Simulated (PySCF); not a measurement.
**CISD/6-31G run of PH3 (phosphine)**

Aim: the vertical ionisation energy of PH3 (phosphine) at CISD/6-31G, from 2 runs. 

The calculation is run with PySCF 2.14.0.

6 further runs of the same task are left out: 6 set aside as unsound or not needed.

## (1) The molecule

The species is PH3 (4 atoms), meant as a singlet with charge 0. SMILES: `P`. The shape is that of a PBE0-D4/def2-TZVP optimisation.

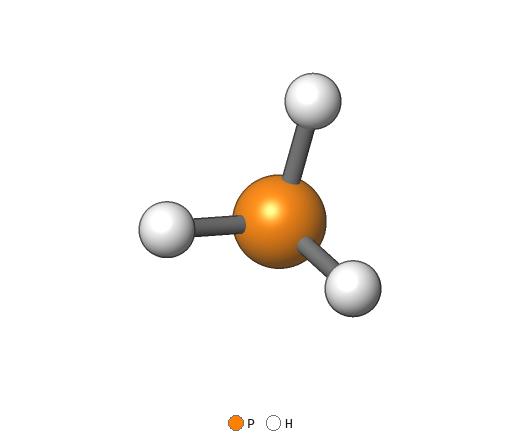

The structure, seen from a chosen angle (phosphorus orange, hydrogen white).

## (2) A single-point energy at CISD/6-31G

start.xyz

```xyz
4
H3P
P      0.346000    -0.326500    -0.332800
H      0.630900    -0.034000     1.027000
H     -1.005500    -0.663000    -0.057200
H      0.028700     1.023500    -0.636900
```

job.py

```python
from pyscf import gto, scf, ci

molecule = gto.M(
    atom='start.xyz',
    basis='6-31g',
    max_memory=1860,
    verbose=4,
    charge=0,
)

mf = scf.RHF(molecule)
mf.conv_tol = 1e-10
mf.kernel()
if not mf.converged:
    mf = mf.newton().run(mf.mo_coeff, mf.mo_occ)

cisd = ci.CISD(mf, frozen=5)
cisd.kernel()
energy = cisd.e_tot
print('E = %.10f Eh' % energy)
```

Run with:

```console
$ OMP_NUM_THREADS=1 python job.py
```

What it wrote:

```text
PySCF version 2.14.0

[INPUT] num. atoms = 4
[INPUT] num. electrons = 18
[INPUT] charge = 0
[INPUT] spin (= nelec alpha-beta = 2S) = 0
[INPUT] symmetry False subgroup None
[INPUT] Mole.unit = angstrom
[INPUT] Symbol           X                Y                Z      unit          X                Y                Z       unit  Magmom
[INPUT]  1 P      0.346000000000  -0.326500000000  -0.332800000000 AA    0.653845239100  -0.616995579670  -0.628900854255 Bohr   0.0
[INPUT]  2 H      0.630900000000  -0.034000000000   1.027000000000 AA    1.192228211988  -0.064250688235   1.940748729928 Bohr   0.0
[INPUT]  3 H     -1.005500000000  -0.663000000000  -0.057200000000 AA   -1.900119618250  -1.252888420587  -0.108092334325 Bohr   0.0
[INPUT]  4 H      0.028700000000   1.023500000000  -0.636900000000 AA    0.054235139775   1.934134688492  -1.203566568735 Bohr   0.0

nuclear repulsion = 17.5426218499292
number of shells = 13
number of NR pGTOs = 58
number of NR cGTOs = 19
basis = 6-31g
ecp = {}

******** <class 'pyscf.scf.hf.RHF'> ********
method = RHF
initial guess = minao
damping factor = 0
level_shift factor = 0
DIIS = <class 'pyscf.scf.diis.CDIIS'>
diis_start_cycle = 1
diis_space = 8
diis_damp = 0
SCF conv_tol = 1e-10
SCF conv_tol_grad = None
SCF max_cycles = 50
direct_scf = True
direct_scf_tol = 1e-13
Set gradient conv threshold to 1e-05
Initial guess from minao.
init E= -342.16273027258
  HOMO = -0.29991142560468  LUMO = 0.120633827413645  gap/eV = 11.44362
cycle= 1 E= -342.384696273037  delta_E= -0.222  |g|= 0.13  |ddm|= 1.47
  HOMO = -0.381772429579516  LUMO = 0.162620152786362  gap/eV = 14.81368
cycle= 2 E= -342.39514640035  delta_E= -0.0105  |g|= 0.0261  |ddm|= 0.277
  HOMO = -0.387622574906921  LUMO = 0.166950816411498  gap/eV = 15.09071
cycle= 3 E= -342.395683716451  delta_E= -0.000537  |g|= 0.00571  |ddm|= 0.096
  HOMO = -0.386116280620743  LUMO = 0.168208936261247  gap/eV = 15.08396
cycle= 4 E= -342.395712601282  delta_E= -2.89e-05  |g|= 0.00139  |ddm|= 0.0246
  HOMO = -0.386927127814814  LUMO = 0.167859605812867  gap/eV = 15.09652
cycle= 5 E= -342.395714201273  delta_E= -1.6e-06  |g|= 0.000313  |ddm|= 0.00487
  HOMO = -0.386919419677442  LUMO = 0.167888511445785  gap/eV = 15.09709
cycle= 6 E= -342.395714303126  delta_E= -1.02e-07  |g|= 3.32e-05  |ddm|= 0.0013
  HOMO = -0.386913962797699  LUMO = 0.167889981719959  gap/eV = 15.09698
cycle= 7 E= -342.395714304103  delta_E= -9.77e-10  |g|= 3.75e-06  |ddm|= 0.000185
  HOMO = -0.386913971640455  LUMO = 0.167889745769932  gap/eV = 15.09698
cycle= 8 E= -342.395714304116  delta_E= -1.28e-11  |g|= 4.74e-07  |ddm|= 2.16e-05
  HOMO = -0.386913891654972  LUMO = 0.167889722408845  gap/eV = 15.09698
Extra cycle  E= -342.395714304115  delta_E= 1.71e-13  |g|= 1.64e-07  |ddm|= 1.43e-06
converged SCF energy = -342.395714304115

******** <class 'pyscf.ci.cisd.RCISD'> ********
CISD nocc = 4, nmo = 14
frozen orbitals 5
max_cycle = 50
direct = 0
conv_tol = 1e-09
max_cycle = 50
max_space = 12
lindep = 0
nroots = 1
Init t2, MP2 energy = -0.0637042190961906
RCISD converged
E(RCISD) = -342.477478949213  E_corr = -0.08176464509760017
E = -342.4774789492 Eh
```

It took 0.56 s on 1 thread of Arm Neoverse V2, shared host; peak memory 0.1 GiB.

## (3) The doublet cation, same level

calc.py

```python
from pyscf import gto, ci

mol = gto.M(
    atom='P 0.346000 -0.326500 -0.332800; H 0.630900 -0.034000 1.027000; H -1.005500 -0.663000 -0.057200; H 0.028700 1.023500 -0.636900',
    spin=1,
    basis='6-31g',
    max_memory=1860,
    verbose=3,
    charge=1,
)

mf = mol.UHF()
mf.conv_tol = 1e-10
mf.kernel()
if not mf.converged:
    mf = mf.newton().run(mf.mo_coeff, mf.mo_occ)

cisd = ci.CISD(mf, frozen=5)
cisd.kernel()
etot = cisd.e_tot
print('E = %.10f Eh' % etot)
```

Run with:

```console
$ OMP_NUM_THREADS=1 python calc.py
```

What it wrote:

```text
converged SCF energy = -342.045728447206  <S^2> = 0.75552192  2S+1 = 2.0055143
E(UCISD) = -342.1192446633541  E_corr = -0.07351621614836029
E = -342.1192446634 Eh
```

Run time: 0.68 s. Hardware: 1 thread of Arm Neoverse V2, shared host; peak memory 0.12 GiB.

## (4) What came out

Level: CISD/6-31G, 5 core orbitals frozen.

```
                                                                  quantity          value
                                                 singlet PH3: total energy  -342.47748 Eh
                         singlet PH3: dipole moment (Hartree–Fock density)         1.22 D
                          singlet PH3: HOMO energy (Hartree–Fock orbitals)      -10.53 eV
                          singlet PH3: LUMO energy (Hartree–Fock orbitals)        4.57 eV
                        singlet PH3: HOMO–LUMO gap (Hartree–Fock orbitals)       15.10 eV
                  singlet PH3: correlation energy (5 core orbitals frozen)      -81.8 mEh
                                              doublet cation: total energy  -342.11924 Eh
doublet cation: HOMO energy (Hartree–Fock orbitals) (highest over α and β)      -21.13 eV
 doublet cation: LUMO energy (Hartree–Fock orbitals) (lowest over α and β)       -8.61 eV
               doublet cation: correlation energy (5 core orbitals frozen)      -73.5 mEh
                         doublet cation: ⟨S²⟩ of the reference determinant          0.756
                        vertical ionisation energy (to the doublet cation)       9.748 eV
```

**Reading.** Removing an electron at fixed nuclei costs 9.75 eV (225 kcal/mol). Mulliken charges (singlet PH3) of the mean-field density run from -0.05 on H2 to +0.16 on P1.
